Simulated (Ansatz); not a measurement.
# BH3+ (doublet): correlated methods under varied settings at distance B1–H2 = 1.770 Å

Aim: run BH3+ (doublet) at one geometry under a spread of methods and options, and see what each costs and gives.

The runs use Ansatz 0.2.0, Gaussian basis; the settings change from run to run.

16 further runs of the same task are left out: 12 that didn't finish, 4 set aside as unsound or not needed.

**1. What is computed**

The geometry derives from a PBE0/def2-TZVP stationary point (not a proven minimum). One bond is set to the value named and the two fragments are kept rigid.

4 atoms, charge 1, spin multiplicity 2.

Atoms are counted from 1 here; the program's logs count them from 0.

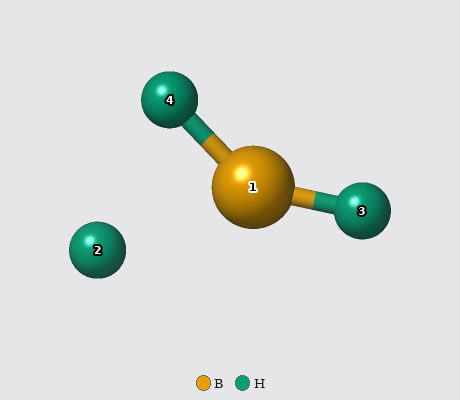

The structure; boron amber, hydrogen teal; atoms are numbered from 1 in the order of the file.

**2. FCI/6-31G***

in.yaml reads:

```yaml
crystal:
  periodic: [false, false, false]
  atoms:
    - {symbol: B, position_ang: [0.000000, -0.020256, 0.097905]}
    - {symbol: H, position_ang: [0.000000, 0.975561, -1.365395]}
    - {symbol: H, position_ang: [0.000000, -0.020256, 1.272119]}
    - {symbol: H, position_ang: [0.000000, -0.738040, -0.956841]}
basis:
  gaussian: {orbitals: "6-31G*", point_charges: [{charge: 0.50, position_ang: [2.720, -0.602, -0.174]}]}
total_charge: 1
magnetization: {spin_polarized: false, initial_magnetization: 1}
correlation: {method: fci, electrons: outside_noble_gas}
```

On the command line:

```bash
$ ansatz run in.yaml --threads 1 --pin off --events-out ev --progress --plain --max-ram 2393MiB
```

Output:

```text
Functional definition: HF
  name "HF"
  cite "Fock, Z. Phys. 61, 126 (1930) doi:10.1007/BF01340294"
  parent pbe
  exchange = exact_x
  correlation = 0
387 factors; integrals over basis functions are off by at most 1.9e-7 eV
mean field evaluation 1: about -702.9654 eV, gradient 8.5e0 eV
mean field evaluation 2: about -702.9654 eV, gradient 8.5e0 eV
mean field evaluation 4: about -703.5731 eV, gradient 1.1e0 eV
mean field evaluation 8: about -703.6238 eV, gradient 9.5e-4 eV
mean field -703.62380560 eV, -25.8576979223 hartree, gradient 3.6e-6 eV, S^2 0.750000; 0 other end points of the search recorded, 0 dependent functions left out
mean field evaluation 16: about -703.7062 eV, gradient 4.7e-1 eV
1 core orbitals not correlated: weight in the atoms' cores, before any rotation towards them, 1.000 or more for the frozen orbitals, at most 0.000 for the correlated occupied ones
reference -703.62380560 eV, -25.8576979223 hartree; 3, 2 occupied and 17, 18 virtual orbitals, 387 factors
state -705.75678954 eV, -25.9360836366 hartree
Total energy: -705.75678954 eV, -25.9360836366 hartree
```

Wall time 0.84 s (1 thread of Arm Neoverse V1, shared host).

From the report: 216,600 determinants.

**3. MRCISD+Q(3,6)/cc-pVDZ**

in.yaml, as its differences from that of step 2:

```diff
@@ -8,5 +8,6 @@
 basis:
-  gaussian: {orbitals: "6-31G*", point_charges: [{charge: 0.50, position_ang: [2.720, -0.602, -0.174]}]}
+  gaussian: {orbitals: cc-pVDZ}
 total_charge: 1
 magnetization: {spin_polarized: false, initial_magnetization: 1}
-correlation: {method: fci, electrons: outside_noble_gas}
+correlation: {method: fic_mrcisd_q, electrons: outside_noble_gas, active_space: {window: {electrons: 3, orbitals: 6}}}
+scf: {lower_state_search: off}
```

Same command.

Output (excerpt; [...] marks lines left out):

```text
Functional definition: HF
  name "HF"
  cite "Fock, Z. Phys. 61, 126 (1930) doi:10.1007/BF01340294"
  parent pbe
[...]
262 factors; integrals over basis functions are off by at most 1.3e-3 eV
[...]
mean field -706.27109038 eV, -25.9549838438 hartree, gradient 1.8e-6 eV, S^2 0.750000; 0 other end points of the search recorded, 0 dependent functions left out
reference -706.27109038 eV, -25.9549838438 hartree; 4, 3 occupied and 25, 26 virtual orbitals, 262 factors
state -707.25919957 eV, -25.9912961866 hartree
contracted CI cycle   1: correlation 0.00000000 eV, 0.0000000000 hartree, residual 9.22e0 eV
contracted CI cycle   2: correlation -1.37818611 eV, -0.0506474052 hartree, residual 2.02e0 eV
contracted CI cycle   3: correlation -1.45026123 eV, -0.0532961172 hartree, residual 6.37e-1 eV
contracted CI cycle   4: correlation -1.45773771 eV, -0.0535708729 hartree, residual 2.45e-1 eV
contracted CI cycle   5: correlation -1.45882471 eV, -0.0536108191 hartree, residual 9.38e-2 eV
contracted CI cycle   6: correlation -1.45898347 eV, -0.0536166537 hartree, residual 3.42e-2 eV
contracted CI cycle   7: correlation -1.45900320 eV, -0.0536173787 hartree, residual 1.23e-2 eV
contracted CI cycle   8: correlation -1.45900589 eV, -0.0536174775 hartree, residual 5.30e-3 eV
contracted CI cycle   9: correlation -1.45900640 eV, -0.0536174962 hartree, residual 2.23e-3 eV
contracted CI cycle  10: correlation -1.45900649 eV, -0.0536174996 hartree, residual 8.81e-4 eV
state -707.25919957 eV, -25.9912961866 hartree; corrected -708.76440745 eV, -26.0466115560 hartree
Total energy: -708.76440745 eV, -26.0466115560 hartree
Checks for a lower state left out: stability, starts, cluster_reference, orbital_swaps, neighbouring_geometries, increment
```

It took 0.63 s on 1 thread of Arm Neoverse V1, shared host.

From the report: 55 determinants; active occupations 1.96, 1.00, 0.02, 0.01, 0.01, 0.00.

**4. BCCD(T) on UHF/cc-pVDZ**

in.yaml, as its differences from that of step 3:

```diff
@@ -10,4 +10,4 @@
 total_charge: 1
-magnetization: {spin_polarized: false, initial_magnetization: 1}
-correlation: {method: fic_mrcisd_q, electrons: outside_noble_gas, active_space: {window: {electrons: 3, orbitals: 6}}}
-scf: {lower_state_search: off}
+magnetization: {spin_polarized: true, initial_magnetization: 1}
+correlation: {method: bccd_t, electrons: outside_noble_gas, diis_vectors: 4}
+output: {forces: true}
```

Launched as before.

Output (excerpt; [...] marks lines left out):

```text
Functional definition: HF
  name "HF"
  cite "Fock, Z. Phys. 61, 126 (1930) doi:10.1007/BF01340294"
  parent pbe
[...]
262 factors; integrals over basis functions are off by at most 1.3e-3 eV
[...]
mean field -706.37823776 eV, -25.9589214375 hartree, gradient 2.5e-6 eV, S^2 0.769449; 1 other end points of the search recorded, 0 dependent functions left out
1 core orbitals not correlated: weight in the atoms' cores, before any rotation towards them, 1.000 or more for the frozen orbitals, at most 0.000 for the correlated occupied ones
reference -706.37823776 eV, -25.9589214375 hartree; 3, 2 occupied and 25, 26 virtual orbitals, 262 factors
second order -1.73712649 eV of doubles, -0.00000000 eV of singles
cycle   1  -2.13784952 eV  change   -4.0e-1 eV  update   4.8e-2
[...]
cycle  15  -2.33207334 eV  change    5.5e-7 eV  update   1.4e-6
perturbative correction -0.03687923 eV, -0.0013552868 hartree
[...]
Total energy: -708.74719033 eV, -26.0459788386 hartree
Atom 0 at     0.000000    -0.020256     0.097905 Å, force     0.000000    -0.914494    -2.883137 eV/Å
Atom 1 at     0.000000     0.975561    -1.365395 Å, force     0.000000    -0.419951     1.434494 eV/Å
Atom 2 at     0.000000    -0.020256     1.272119 Å, force     0.000000     0.696088     0.515314 eV/Å
Atom 3 at     0.000000    -0.738040    -0.956841 Å, force    -0.000000     0.638358     0.933329 eV/Å
Dipole moment:    -0.000000     0.118024    -0.167382 e Å
```

It took 0.9 s on 1 thread of Arm Neoverse V1, shared host.

From the report: ⟨S²⟩ of the determinant 0.769 (pure doublet: 0.75); correlation -2.3690 eV; largest double amplitude 0.05.

**5. CCSD/cc-pVDZ**

in.yaml, as its differences from that of step 4:

```diff
@@ -11,3 +11,4 @@
 magnetization: {spin_polarized: true, initial_magnetization: 1}
-correlation: {method: bccd_t, electrons: outside_noble_gas, diis_vectors: 4}
-output: {forces: true}
+hamiltonian: {xc: {name: r2SCAN}}
+correlation: {method: ccsd, electrons: valence}
+accuracy: high
```

The command is unchanged.

Output (excerpt; [...] marks lines left out):

```text
Functional definition: r2SCAN
  name "r2SCAN"
  cite "Furness, Kaplan, Ning, Perdew & Sun, J. Phys. Chem. Lett. 11, 8208 (2020) doi:10.1021/acs.jpclett.0c02405"
  cite "Furness, Kaplan, Ning, Perdew & Sun, J. Phys. Chem. Lett. 11, 9248 (2020) doi:10.1021/acs.jpclett.0c03077"
  parent r2scan
[...]
587 factors; integrals over basis functions are off by at most 2.9e-9 eV
[...]
mean field -710.68153208 eV, -26.1170645867 hartree, gradient 5.2e-8 eV, S^2 0.761644; 0 other end points of the search recorded, 0 dependent functions left out
1 core orbitals not correlated: weight in the atoms' cores, before any rotation towards them, 1.000 or more for the frozen orbitals, at most 0.000 for the correlated occupied ones
reference -706.18851204 eV, -25.9519491458 hartree; 3, 2 occupied and 25, 26 virtual orbitals, 587 factors
second order -1.85945287 eV of doubles, -0.09430446 eV of singles
cycle   1  -2.34519874 eV  change   -3.9e-1 eV  update   4.5e-2
[...]
cycle  23  -2.50859312 eV  change   7.7e-11 eV  update  3.6e-10
Total energy: -708.69710516 eV, -26.0441382426 hartree
```

Run time: 2.8 s. Hardware: 1 thread of Arm Neoverse V1, shared host.

From the report: ⟨S²⟩ of the determinant 0.762 (pure doublet: 0.75); correlation -2.5086 eV; T1 0.022; largest double amplitude 0.05. The orbitals are Kohn-Sham ones, so correlation energy and T1 don't compare with those on Hartree-Fock orbitals.

**6. CCSDT on UHF/def2-SVPD**

in.yaml, as its differences from that of step 5:

```diff
@@ -8,7 +8,7 @@
 basis:
-  gaussian: {orbitals: cc-pVDZ}
+  gaussian: {orbitals: def2-SVPD}
 total_charge: 1
 magnetization: {spin_polarized: true, initial_magnetization: 1}
-hamiltonian: {xc: {name: r2SCAN}}
-correlation: {method: ccsd, electrons: valence}
+correlation: {method: ccsdt, electrons: valence}
 accuracy: high
+scf: {lower_state_search: off}
```

Launched as before.

Output (excerpt; [...] marks lines left out):

```text
Functional definition: HF
  name "HF"
  cite "Fock, Z. Phys. 61, 126 (1930) doi:10.1007/BF01340294"
  parent pbe
[...]
867 factors; integrals over basis functions are off by at most 3.3e-9 eV
[...]
mean field -705.78748603 eV, -25.9372117117 hartree, gradient 4.5e-8 eV, S^2 0.769385; 0 other end points of the search recorded, 0 dependent functions left out
1 core orbitals not correlated: weight in the atoms' cores, before any rotation towards them, 1.000 or more for the frozen orbitals, at most 0.000 for the correlated occupied ones
reference -705.78748603 eV, -25.9372117117 hartree; 3, 2 occupied and 40, 41 virtual orbitals, 867 factors
second order -1.80981074 eV of doubles, -0.00000000 eV of singles
cycle   1  -2.19985809 eV  change   -3.9e-1 eV  update   5.0e-2
[...]
cycle  26  -2.45264797 eV  change   2.6e-10 eV  update  5.3e-10
Total energy: -708.24013401 eV, -26.0273448623 hartree
Checks for a lower state left out: stability, starts, cluster_reference, orbital_swaps, neighbouring_geometries, increment
```

It took 8 s on 1 thread of Arm Neoverse V1, shared host.

From the report: ⟨S²⟩ of the determinant 0.769 (pure doublet: 0.75); correlation -2.4526 eV; T1 0.023; largest double amplitude 0.06.

**7. All runs side by side**

Where basis and cores are those of an earlier FCI/cc-pVDZ run (-708.7613 eV), and the state is the same kind, the miss against it is given.

```
                             level         correlated  functions  energy (eV)  from FCI (meV)    time
FCI/6-31G* (beside a point charge)  outside noble gas         21    -705.7568                  0.84 s
             MRCISD+Q(3,6)/cc-pVDZ  outside noble gas         29    -708.7644            -3.1  0.63 s
            BCCD(T) on UHF/cc-pVDZ  outside noble gas         29    -708.7472            14.1   0.9 s
 CCSD/cc-pVDZ (on r2SCAN orbitals)            valence         29    -708.6971            64.2   2.8 s
            CCSDT on UHF/def2-SVPD            valence         44    -708.2401                     8 s
```

**8. Summary of results**

| quantity | value |
| --- | --- |
| runs | 5 |
| quickest | MRCISD+Q(3,6)/cc-pVDZ, 0.63 s |
| slowest | CCSDT on UHF/def2-SVPD, 8 s |

**Reading.** Total energies in different bases, with other cores or another treatment of relativity can't be set against each other. CCSDT on UHF/def2-SVPD took 13 times as long as MRCISD+Q(3,6)/cc-pVDZ; the jobs differ in more than the method. Among the correlated runs with a miss given, it spans -3 to +64 meV. Cores frozen from Kohn-Sham orbitals shift the total energy.
